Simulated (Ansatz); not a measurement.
**GaBHS (quartet): one geometry, many settings at a displaced geometry (v2)**

What do other methods and options give for GaBHS (quartet) at this geometry, and how long do they take?

Computed with Ansatz 0.2.0, Gaussian basis. Level: the settings change from run to run.

20 further runs of the same task are left out: 1 for a known fault of the program, 9 that didn't finish, 10 set aside as unsound or not needed. Runs told in other sessions of the task aren't counted.

### 1 The system

The geometry is a PBE0/def2-TZVP stationary point (not a proven minimum) with its atoms shifted at random (size 0.100 Å). No spin-orbit coupling is included. The filled d shell of Ga may be among the frozen orbitals whatever the setting's name suggests.

4 atoms, charge 0, spin multiplicity 4.

Atoms are counted from 1 here; the program's logs count them from 0.

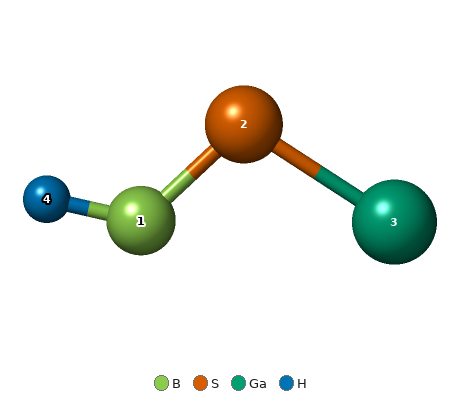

The geometry (boron green, sulfur orange, gallium teal, hydrogen blue); atoms are numbered from 1 in the order of the file.

### 2 HF (ROHF)/cc-pVDZ

in.yaml reads:

```yaml
crystal:
  periodic: [false, false, false]
  atoms:
    - {symbol: B, position_ang: [0.100744, -0.942058, 2.147717]}
    - {symbol: S, position_ang: [-0.064130, 0.574051, 1.220989]}
    - {symbol: Ga, position_ang: [0.012490, -0.103447, -0.943210]}
    - {symbol: H, position_ang: [0.095599, -1.001792, 3.366762]}
basis:
  gaussian: {orbitals: cc-pVDZ}
magnetization: {spin_polarized: false, initial_magnetization: 3}
hamiltonian: {xc: hf, pseudopotentials: {relativity: none}}
output: {orbitals: {seedname: orbitals}}
```

On the command line:

```
ansatz run in.yaml --threads 1 --pin off --events-out ev --progress --plain --max-ram 2393MiB
```

Log:

```text
Functional definition: HF
  name "HF"
  cite "Fock, Z. Phys. 61, 126 (1930) doi:10.1007/BF01340294"
  parent pbe
  exchange = exact_x
  correlation = 0
692 factors; integrals over basis functions are off by at most 1.2e-3 eV
mean field evaluation 1: about -63831.6810 eV, gradient 1.6e1 eV
mean field evaluation 2: about -63831.7424 eV, gradient 1.6e1 eV
mean field evaluation 4: about -63834.5130 eV, gradient 4.3e0 eV
mean field evaluation 8: about -63835.8535 eV, gradient 8.3e-1 eV
mean field evaluation 16: about -63835.8755 eV, gradient 2.2e-2 eV
mean field evaluation 32: about -63836.0154 eV, gradient 1.1e-3 eV
mean field evaluation 64: about -63835.3412 eV, gradient 6.4e0 eV
mean field evaluation 96: about -63833.7608 eV, gradient 1.4e0 eV
mean field evaluation 128: about -63835.8657 eV, gradient 6.1e-1 eV
mean field evaluation 160: about -63833.7542 eV, gradient 5.1e0 eV
mean field evaluation 192: about -63835.8750 eV, gradient 6.5e-2 eV
mean field evaluation 224: about -63828.2431 eV, gradient 6.5e0 eV
mean field -63836.01542990 eV, -2345.9302974435 hartree, gradient 2.8e-6 eV, S^2 3.750000; 5 other end points of the search recorded, 0 dependent functions left out
reference -63836.01542990 eV, -2345.9302974435 hartree; 28, 25 occupied and 36, 39 virtual orbitals, 692 factors
Total energy: -63836.01542990 eV, -2345.9302974435 hartree
```

Run time: 6 s. Hardware: 1 thread of Arm Neoverse V1, shared host.

### 3 HF (UHF)/cc-pVDZ

Edit in.yaml of step 2 so:

```diff
@@ -9,4 +9,5 @@
   gaussian: {orbitals: cc-pVDZ}
-magnetization: {spin_polarized: false, initial_magnetization: 3}
-hamiltonian: {xc: hf, pseudopotentials: {relativity: none}}
+magnetization: {spin_polarized: true, initial_magnetization: 3}
+hamiltonian: {xc: hf}
+accuracy: high
 output: {orbitals: {seedname: orbitals}}
```

The command is unchanged.

Log (excerpt; [...] marks lines left out):

```text
Functional definition: HF
  name "HF"
  cite "Fock, Z. Phys. 61, 126 (1930) doi:10.1007/BF01340294"
  parent pbe
[...]
1368 factors; integrals over basis functions are off by at most 4.4e-9 eV
[...]
mean field -63836.12316701 eV, -2345.9342567093 hartree, gradient 5.1e-8 eV, S^2 3.763905; 4 other end points of the search recorded, 0 dependent functions left out
reference -63836.12316701 eV, -2345.9342567093 hartree; 28, 25 occupied and 36, 39 virtual orbitals, 1368 factors
Total energy: -63836.12316701 eV, -2345.9342567093 hartree
```

It took 11 s on 1 thread of Arm Neoverse V1, shared host; peak memory 0.26 GiB.

From the report: ⟨S²⟩ of the determinant 3.764 (pure quartet: 3.75).

### 4 MP2 on ROHF/cc-pVDZ

in.yaml reads:

```yaml
crystal:
  periodic: [false, false, false]
  atoms:
    - {symbol: B, position_ang: [0.100744, -0.942058, 2.147717]}
    - {symbol: S, position_ang: [-0.064130, 0.574051, 1.220989]}
    - {symbol: Ga, position_ang: [0.012490, -0.103447, -0.943210]}
    - {symbol: H, position_ang: [0.095599, -1.001792, 3.366762]}
basis:
  gaussian: {orbitals: cc-pVDZ, fitting: {mean_field: def2-universal-jkfit}}
magnetization: {spin_polarized: false, initial_magnetization: 3}
hamiltonian: {pseudopotentials: {relativity: scalar}}
correlation: {method: mp2, electrons: outside_noble_gas}
```

The command is unchanged.

Log (excerpt; [...] marks lines left out):

```text
Functional definition: HF
  name "HF"
  cite "Fock, Z. Phys. 61, 126 (1930) doi:10.1007/BF01340294"
  parent pbe
[...]
487 factors; integrals over basis functions are off by at most 3.0e-1 eV
[...]
mean field -64271.43686404 eV, -2361.9317400090 hartree, gradient 1.5e-6 eV, S^2 3.750000; 9 other end points of the search recorded, 0 dependent functions left out
[...]
20 core orbitals not correlated: weight in the atoms' cores, before any rotation towards them, 0.996 or more for the frozen orbitals, at most 0.004 for the correlated occupied ones
reference -64271.43686404 eV, -2361.9317400090 hartree; 8, 5 occupied and 36, 39 virtual orbitals, 487 factors
second order -5.88781969 eV of doubles, -0.05693997 eV of singles
Total energy: -64277.38162371 eV, -2362.1502058971 hartree
Relativity: scalar
```

It took 14 s on 1 thread of Arm Neoverse V1, shared host.

### 5 BCCD(T) on UHF/cc-pVDZ

in.yaml reads:

```yaml
crystal:
  periodic: [false, false, false]
  atoms:
    - {symbol: B, position_ang: [0.100744, -0.942058, 2.147717]}
    - {symbol: S, position_ang: [-0.064130, 0.574051, 1.220989]}
    - {symbol: Ga, position_ang: [0.012490, -0.103447, -0.943210]}
    - {symbol: H, position_ang: [0.095599, -1.001792, 3.366762]}
basis:
  gaussian: {orbitals: cc-pVDZ}
magnetization: {spin_polarized: true, initial_magnetization: 3}
correlation: {method: bccd_t, electrons: outside_noble_gas}
accuracy: high
output: {forces: true}
```

Launched as before.

Log (excerpt; [...] marks lines left out):

```text
Functional definition: HF
  name "HF"
  cite "Fock, Z. Phys. 61, 126 (1930) doi:10.1007/BF01340294"
  parent pbe
[...]
1368 factors; integrals over basis functions are off by at most 4.4e-9 eV
[...]
mean field -63836.12316701 eV, -2345.9342567093 hartree, gradient 5.1e-8 eV, S^2 3.763905; 14 other end points of the search recorded, 0 dependent functions left out
determinant -63836.12316701 eV, -2345.9342567093 hartree, with singles and doubles -63842.81253883 eV, -2346.1800865892 hartree
determinant -63835.99432201 eV, -2345.9295217428 hartree, with singles and doubles -63842.73548169 eV, -2346.1772547918 hartree
determinant -63834.29399808 eV, -2345.8670359910 hartree, with singles and doubles -63841.05830404 eV, -2346.1156196499 hartree
determinant -63834.23189653 eV, -2345.8647538009 hartree, with singles and doubles -63841.25251757 eV, -2346.1227568654 hartree
[...]
20 core orbitals not correlated: weight in the atoms' cores, before any rotation towards them, 0.997 or more for the frozen orbitals, at most 0.004 for the correlated occupied ones
reference -63836.12316701 eV, -2345.9342567093 hartree; 8, 5 occupied and 36, 39 virtual orbitals, 1368 factors
second order -5.84500673 eV of doubles, -0.00000000 eV of singles
cycle   1  -6.67581747 eV  change    1.5e-2 eV  update   1.1e-2
[...]
cycle  33  -6.67550041 eV  change   1.2e-10 eV  update   1.5e-9
perturbative correction -0.27171110 eV, -0.0099851988 hartree
[...]
Total energy: -63843.07037852 eV, -2346.1895620232 hartree
Atom 0 at     0.100744    -0.942058     2.147717 Å, force     0.078588    -0.664935     0.403320 eV/Å
Atom 1 at    -0.064130     0.574051     1.220989 Å, force    -0.067091     0.613969     0.059684 eV/Å
Atom 2 at     0.012490    -0.103447    -0.943210 Å, force     0.007482    -0.086396    -0.281218 eV/Å
Atom 3 at     0.095599    -1.001792     3.366762 Å, force    -0.018979     0.137362    -0.181786 eV/Å
Dipole moment:    -0.000020     0.008731    -0.218036 e Å
```

Run time: 96 s. Hardware: 1 thread of Arm Neoverse V1, shared host; peak memory 0.5 GiB.

From the report: ⟨S²⟩ of the determinant 3.764 (pure quartet: 3.75); correlation -6.9472 eV; largest double amplitude 0.05.

### 6 BCCD(T)/def2-SVP

Edit in.yaml of step 5 so:

```diff
@@ -8,6 +8,6 @@
 basis:
-  gaussian: {orbitals: cc-pVDZ}
+  gaussian: {orbitals: def2-SVP}
 magnetization: {spin_polarized: true, initial_magnetization: 3}
+hamiltonian: {xc: {name: PBE0}}
 correlation: {method: bccd_t, electrons: outside_noble_gas}
-accuracy: high
-output: {forces: true}
+scf: {lower_state_search: light}
```

The command is unchanged.

Log (excerpt; [...] marks lines left out):

```text
Functional definition: PBE0
  name "PBE0"
  cite "Adamo & Barone, J. Chem. Phys. 110, 6158 (1999) doi:10.1063/1.478522"
  cite "Perdew, Burke & Ernzerhof, Phys. Rev. Lett. 77, 3865 (1996) doi:10.1103/PhysRevLett.77.3865"
  parent pbe
[...]
676 factors; integrals over basis functions are off by at most 1.1e-3 eV
[...]
mean field -63879.98627184 eV, -2347.5461960802 hartree, gradient 1.1e-8 eV, S^2 3.756190; 6 other end points of the search recorded, 0 dependent functions left out
20 core orbitals not correlated: weight in the atoms' cores, before any rotation towards them, 0.995 or more for the frozen orbitals, at most 0.005 for the correlated occupied ones
reference -63825.55350817 eV, -2345.5458289112 hartree; 8, 5 occupied and 41, 44 virtual orbitals, 676 factors
second order -6.20813554 eV of doubles, -0.25108235 eV of singles
cycle   1  -6.77514314 eV  change   -3.2e-1 eV  update   7.8e-2
[...]
cycle  21  -7.02275279 eV  change    1.2e-5 eV  update   9.3e-6
perturbative correction -0.27789882 eV, -0.0102125931 hartree
Total energy: -63832.85415977 eV, -2345.8141229091 hartree
```

Run time: 29 s. Hardware: 1 thread of Arm Neoverse V1, shared host.

From the report: ⟨S²⟩ of the determinant 3.756 (pure quartet: 3.75); correlation -7.3007 eV; largest double amplitude 0.05.

### 7 All runs side by side

Where basis and cores are those of an earlier UCCSDT(Q)/cc-pVDZ run (-63843.1253 eV), and the records show the same count of frozen orbitals and kind of state, the miss against it is given; a blank cell means that this couldn't be shown.

```csv
level,correlated,functions,energy (eV),from UCCSDT(Q) (meV),time
HF (ROHF)/cc-pVDZ,,64,-63836.0154,,6 s
HF (UHF)/cc-pVDZ,,64,-63836.1232,7002.2,11 s
MP2 on ROHF/cc-pVDZ (relativity set),outside noble gas,64,-64277.3816,,14 s
BCCD(T) on UHF/cc-pVDZ,outside noble gas,64,-63843.0704,55.0,96 s
BCCD(T)/def2-SVP (on PBE0 orbitals),outside noble gas,69,-63832.8542,,29 s
```

### 8 Summary of results

| quantity | value |
| --- | --- |
| runs | 5 |
| quickest | HF (ROHF)/cc-pVDZ, 6 s |
| slowest | BCCD(T) on UHF/cc-pVDZ, 96 s |

In words: Total energies in different bases, with other cores or another treatment of relativity can't be set against each other. «valence» and «outside noble gas» are the program's key words; the logs give how many orbitals each freezes, and for Ga to Kr the 3d shell needn't follow the word's plain sense. BCCD(T) on UHF/cc-pVDZ took 16 times as long as HF (ROHF)/cc-pVDZ; the jobs differ in more than the method. Hartree-Fock, CASSCF and CASCI lack dynamic correlation by design.
